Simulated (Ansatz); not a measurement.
## Run report: CH$_{8}$FW, geometry relaxation (part 1 of 2)

CH$_{8}$FW, multiplicity 2, computed with UKS PBE/def2-SVP (Ansatz 0.2.0).

The input holds or restrains some coordinates. It belongs to a series of runs on one base structure; here: pulled along the bonds that form and break, towards end A. Figures and captions count atoms from 1; the log counts them from 0 in places.

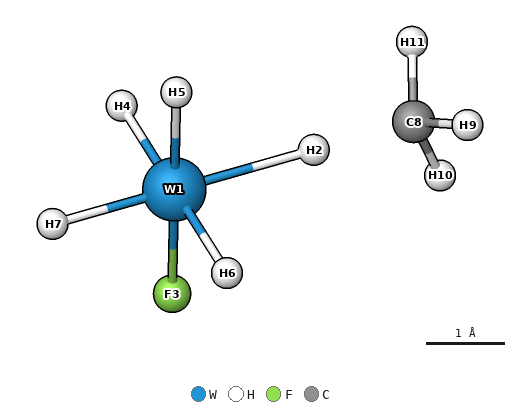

**Figure 1.** The structure as given in the input (ball-and-stick view, seen at a tilt; atoms are numbered from 1 in the order of the input). Sticks mark near contacts. Bond lengths as drawn: C–H 1.11 Å, F–W 1.85 Å and H–W 1.72 to 1.97 Å.

Summary

```csv
quantity,value
outcome,converged under the restraints of the input
total energy,−5702.4189 eV
mean-field energy,−5702.4189 eV
⟨S²⟩,0.757
"largest force (length of the vector) at the end, held atoms and coordinates included",1.674 eV/Å
hardware,"4 threads of Arm Neoverse V2, 24 GiB of memory available, shared host"
wall time,45 s (CPU time 2.8 min)
peak memory,0.25 GiB
```

Input
```yaml
crystal:
  periodic: [false, false, false]
  atoms:
    - { symbol: W, position_ang: [0.0, 0.0, 0.0] }
    - { symbol: H, position_ang: [0.0, 0.0, 1.97] }
    - { symbol: F, position_ang: [1.85, 0.0, 0.0] }
    - { symbol: H, position_ang: [0.0, 1.72, 0.0] }
    - { symbol: H, position_ang: [-1.72, 0.0, 0.0] }
    - { symbol: H, position_ang: [0.0, -1.72, 0.0] }
    - { symbol: H, position_ang: [0.0, 0.0, -1.72] }
    - { symbol: C, position_ang: [0.0, 0.0, 3.38] }
    - { symbol: H, position_ang: [-0.5653, -0.8805, 3.7505] }
    - { symbol: H, position_ang: [1.0452, -0.0494, 3.7505] }
    - { symbol: H, position_ang: [-0.4798, 0.9298, 3.7505] }
magnetization:
  spin_polarized: true
  initial_magnetization: 1
basis:
  gaussian: { orbitals: def2-SVP }
hamiltonian:
  xc: pbe
relax:
  f_tol: 0.15
  max_steps: 25
  restrain:
    - { distance: [1, 7], at: 2.31, k: 30.0 }
    - { distance: [0, 1], at: 1.72, k: 30.0 }
output:
  orbitals: {}
```

Run as:
```bash
ansatz run input.yaml --threads 4 --pin off --max-ram 5120MiB --backend cpu --events-out ev --progress --plain --runs-dir out
```

Log
```
The last accepted step is kept in [file] (removed where the run ends without a failure and the disk answers)
Engine: ansatz 0.2.0, aarch64-unknown-linux-gnu
Functional definition: PBE
  parameter kappa = 0.804
  parameter beta = 0.06672455060314922
  exchange = pbe_x(kappa = kappa, mu = beta*pi^2/3)
  correlation = pbe_c(beta = beta)
1077 factors; their error is unknown
mean field evaluation 1: about -5691.7669 eV, gradient 3.7e1 eV
mean field evaluation 2: about -5607.2049 eV, gradient 1.2e2 eV
mean field evaluation 4: about -5696.9276 eV, gradient 1.6e1 eV
mean field evaluation 8: about -5698.5266 eV, gradient 4.3e-1 eV
mean field evaluation 16: about -5698.4709 eV, gradient 1.2e-2 eV
mean field evaluation 32: about -5696.8642 eV, gradient 1.1e1 eV
mean field evaluation 64: about -5698.4473 eV, gradient 4.3e-1 eV
mean field evaluation 96: about -5697.5658 eV, gradient 3.2e-1 eV
mean field -5698.47085801 eV, -209.4149414694 hartree, gradient 9.1e-6 eV, S^2 0.858816; 10 other end points of the search recorded, 0 dependent functions left out
the calculation of the forces begins
reference -5698.47092356 eV, -209.4149438785 hartree; 19, 18 occupied and 81, 82 virtual orbitals, 1077 factors
relax step   1: F+E_penalty+E_count = -5698.47085801 eV  Δ(F+E_penalty+E_count) = +0.000e0 eV  max|allowed force component| = 4.495e0 eV/Å  E_restraint = 13.08750000 eV  max|allowed force component, restraints' pulls added| = 3.001e1 eV/Å  Δτ_max = 0.0000 Å  (306 SCF iters, accepted)
  distance H 1 - C 7 = 1.4100 Å
  distance W 0 - H 1 = 1.9700 Å
these checks for a lower state are left out or cut short: starts, cluster_reference, orbital_swaps, neighbouring_geometries, increment
1077 factors; their error is unknown
mean field -5697.49238983 eV, -209.3789834272 hartree, gradient 1.0e-5 eV, S^2 0.799028; 0 other end points of the search recorded, 0 dependent functions left out
[... from here on the field's lines of each further geometry are left out, up to the last ...]
relax step   2: F+E_penalty+E_count = -5697.49238983 eV  Δ(F+E_penalty+E_count) = +9.785e-1 eV  max|allowed force component| = 4.867e0 eV/Å  E_restraint = 4.80508790 eV  max|allowed force component, restraints' pulls added| = 1.411e1 eV/Å  Δτ_max = 0.1916 Å  (52 SCF iters, accepted)
relax step   3: F+E_penalty+E_count = -5697.00168474 eV  Δ(F+E_penalty+E_count) = +4.907e-1 eV  max|allowed force component| = 4.151e0 eV/Å  E_restraint = 0.83260112 eV  max|allowed force component, restraints' pulls added| = 4.400e0 eV/Å  Δτ_max = 0.1949 Å  (60 SCF iters, accepted)
relax step   4: F+E_penalty+E_count = -5697.85571979 eV  Δ(F+E_penalty+E_count) = -8.540e-1 eV  max|allowed force component| = 2.171e0 eV/Å  E_restraint = 0.09162557 eV  max|allowed force component, restraints' pulls added| = 1.209e0 eV/Å  Δτ_max = 0.1944 Å  (67 SCF iters, accepted)
relax step   5: F+E_penalty+E_count = -5698.56003544 eV  Δ(F+E_penalty+E_count) = -7.043e-1 eV  max|allowed force component| = 1.124e0 eV/Å  E_restraint = 0.06902539 eV  max|allowed force component, restraints' pulls added| = 2.143e0 eV/Å  Δτ_max = 0.1937 Å  (48 SCF iters, accepted)
relax step   6: F+E_penalty+E_count = -5699.01557741 eV  Δ(F+E_penalty+E_count) = -4.555e-1 eV  max|allowed force component| = 9.170e-1 eV/Å  E_restraint = 0.04960013 eV  max|allowed force component, restraints' pulls added| = 1.939e0 eV/Å  Δτ_max = 0.1950 Å  (46 SCF iters, accepted)
relax step   7: F+E_penalty+E_count = -5699.37951756 eV  Δ(F+E_penalty+E_count) = -3.639e-1 eV  max|allowed force component| = 8.917e-1 eV/Å  E_restraint = 0.02294800 eV  max|allowed force component, restraints' pulls added| = 8.874e-1 eV/Å  Δτ_max = 0.1935 Å  (44 SCF iters, accepted)
relax step   8: F+E_penalty+E_count = -5699.61259828 eV  Δ(F+E_penalty+E_count) = -2.331e-1 eV  max|allowed force component| = 2.052e0 eV/Å  E_restraint = 0.05746189 eV  max|allowed force component, restraints' pulls added| = 1.760e0 eV/Å  Δτ_max = 0.1976 Å  (43 SCF iters, accepted)
relax step   9: F+E_penalty+E_count = -5699.88906076 eV  Δ(F+E_penalty+E_count) = -2.765e-1 eV  max|allowed force component| = 1.112e0 eV/Å  E_restraint = 0.02614319 eV  max|allowed force component, restraints' pulls added| = 8.250e-1 eV/Å  Δτ_max = 0.1947 Å  (42 SCF iters, accepted)
relax step  10: F+E_penalty+E_count = -5700.27922647 eV  Δ(F+E_penalty+E_count) = -3.902e-1 eV  max|allowed force component| = 1.134e0 eV/Å  E_restraint = 0.04505419 eV  max|allowed force component, restraints' pulls added| = 1.055e0 eV/Å  Δτ_max = 0.1950 Å  (50 SCF iters, accepted)
relax step  11: F+E_penalty+E_count = -5700.86831538 eV  Δ(F+E_penalty+E_count) = -5.891e-1 eV  max|allowed force component| = 1.309e0 eV/Å  E_restraint = 0.09257318 eV  max|allowed force component, restraints' pulls added| = 1.629e0 eV/Å  Δτ_max = 0.1980 Å  (45 SCF iters, accepted)
relax step  12: F+E_penalty+E_count = -5701.02111201 eV  Δ(F+E_penalty+E_count) = -1.528e-1 eV  max|allowed force component| = 1.425e0 eV/Å  E_restraint = 0.08877339 eV  max|allowed force component, restraints' pulls added| = 1.851e0 eV/Å  Δτ_max = 0.0923 Å  (39 SCF iters, accepted)
relax step  13: F+E_penalty+E_count = -5701.69122385 eV  Δ(F+E_penalty+E_count) = -6.701e-1 eV  max|allowed force component| = 1.624e0 eV/Å  E_restraint = 0.11357021 eV  max|allowed force component, restraints' pulls added| = 1.698e0 eV/Å  Δτ_max = 0.1927 Å  (43 SCF iters, accepted)
relax step  14: F+E_penalty+E_count = -5702.21375788 eV  Δ(F+E_penalty+E_count) = -5.225e-1 eV  max|allowed force component| = 1.795e0 eV/Å  E_restraint = 0.05918139 eV  max|allowed force component, restraints' pulls added| = 1.094e0 eV/Å  Δτ_max = 0.1957 Å  (39 SCF iters, accepted)
relax step  15: F+E_penalty+E_count = -5702.33981118 eV  Δ(F+E_penalty+E_count) = -1.261e-1 eV  max|allowed force component| = 1.557e0 eV/Å  E_restraint = 0.11387198 eV  max|allowed force component, restraints' pulls added| = 1.567e0 eV/Å  Δτ_max = 0.1950 Å  (38 SCF iters, accepted)
relax step  16: F+E_penalty+E_count = -5702.38654976 eV  Δ(F+E_penalty+E_count) = -4.674e-2 eV  max|allowed force component| = 2.591e0 eV/Å  E_restraint = 0.04173548 eV  max|allowed force component, restraints' pulls added| = 1.276e0 eV/Å  Δτ_max = 0.1942 Å  (39 SCF iters, accepted)
relax step  17: F+E_penalty+E_count = -5702.41416281 eV  Δ(F+E_penalty+E_count) = -2.761e-2 eV  max|allowed force component| = 1.885e0 eV/Å  E_restraint = 0.05043495 eV  max|allowed force component, restraints' pulls added| = 3.142e-1 eV/Å  Δτ_max = 0.0190 Å  (34 SCF iters, accepted)
the calculation of the forces begins
reference -5702.41894466 eV, -209.5600309778 hartree; 19, 18 occupied and 81, 82 virtual orbitals, 1077 factors
relax step  18: F+E_penalty+E_count = -5702.41888243 eV  Δ(F+E_penalty+E_count) = -4.720e-3 eV  max|allowed force component| = 1.640e0 eV/Å  E_restraint = 0.05272809 eV  max|allowed force component, restraints' pulls added| = 5.096e-2 eV/Å  Δτ_max = 0.0237 Å  (34 SCF iters, accepted)
  distance H 1 - C 7 = 2.2887 Å
  distance W 0 - H 1 = 1.7753 Å
```

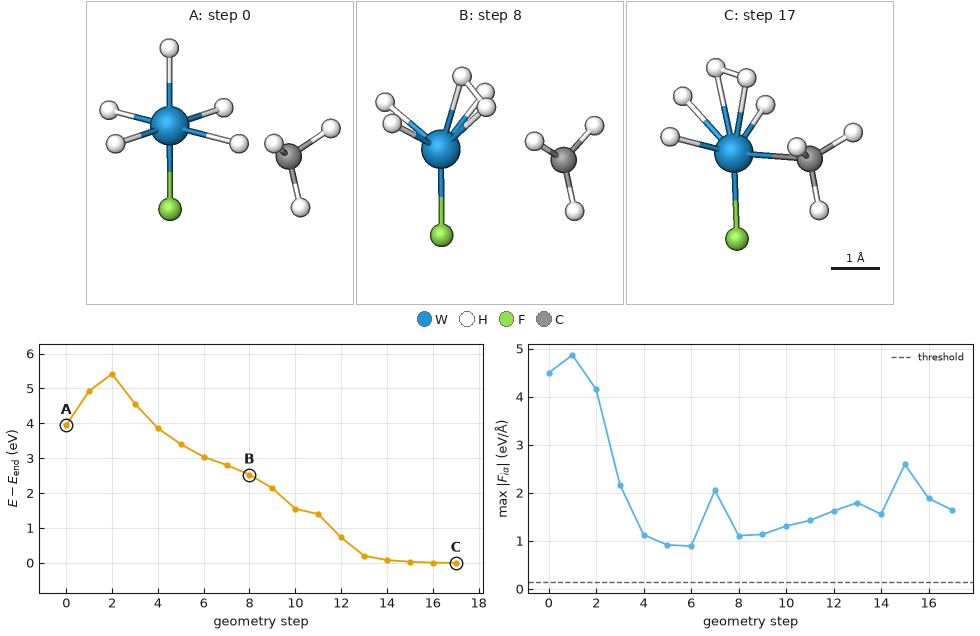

**Figure 2.** Frames of the restrained relaxation (ball-and-stick view, seen at a tilt) above the curves, on which the letters mark them (the first geometry is step 0 here and step 1 in the log).

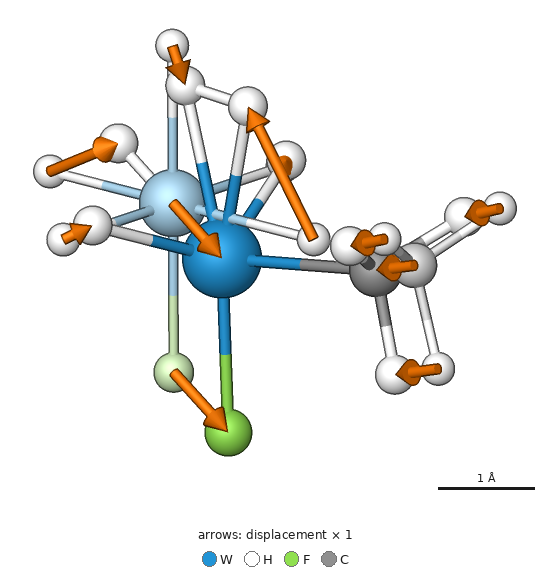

**Figure 3.** Start (faint) and end (solid) with the displacements as orange arrows, at true length (ball-and-stick view, seen at a tilt). The two geometries are laid on each other by the best rigid fit. The energy falls by 3.948 eV in 17 geometry steps. The largest force component goes from 4.5 to 1.6 eV/Å. The largest move after the best rigid fit is that of H2, 1.57 Å. Largest moves by element: H 1.57 Å, F 0.91 Å, W 0.83 Å, C 0.56 Å. Among the contacts that change: H2–H5 2.615 → 0.871 Å, W1–C8 3.380 → 2.178 Å, W1–H2 1.970 → 1.775 Å, W1–H5 1.720 → 1.858 Å. New bonds form: W1–C8 (3.38 → 2.18 Å). Among the angles that change: H2–W1–H7 180.0° → 68.3°, H2–W1–F3 90.0° → 165.8°, H2–W1–H5 90.0° → 27.6°. (Atoms are counted from 1 in the order of the input.)

```
1077 factors; their error is unknown
mean field -5702.41888243 eV, -209.5600286909 hartree, gradient 2.2e-5 eV, S^2 0.756597; 1 other end points of the search recorded, 0 dependent functions left out
the calculation of the forces begins
reference -5702.41894466 eV, -209.5600309778 hartree; 19, 18 occupied and 81, 82 virtual orbitals, 1077 factors
Total energy: -5702.41894466 eV, -209.5600309778 hartree
Atom 0 at     0.457474     0.000343     0.678154 Å, force     1.639576     0.002830    -0.336241 eV/Å
Atom 1 at    -1.273566     0.002255     1.072224 Å, force    -1.187053     0.004946     0.909730 eV/Å
Atom 2 at     2.348187     0.006056     0.724697 Å, force     0.008309     0.001231    -0.002957 eV/Å
Atom 3 at    -0.176256     1.517973     0.235940 Å, force    -0.024975    -0.004674     0.006086 eV/Å
Atom 4 at    -1.339255    -0.005844     0.204190 Å, force     0.016005    -0.003510    -0.050962 eV/Å
Atom 5 at    -0.170686    -1.519489     0.235721 Å, force    -0.024357     0.002633     0.008132 eV/Å
Atom 6 at    -0.528439     0.002187    -0.755229 Å, force    -0.011104    -0.000464    -0.015475 eV/Å
Atom 7 at     0.181870    -0.001676     2.838525 Å, force    -0.432414    -0.003496    -0.541134 eV/Å
Atom 8 at    -0.360446    -0.871271     3.261104 Å, force    -0.002307    -0.002137     0.005645 eV/Å
Atom 9 at     1.252302    -0.058743     3.135262 Å, force     0.018320    -0.002692     0.011876 eV/Å
Atom 10 at    -0.261085     0.928108     3.250913 Å, force     0.000001     0.005334     0.005300 eV/Å
Dipole moment:    -0.241734     0.000191     0.140016 e Å
```
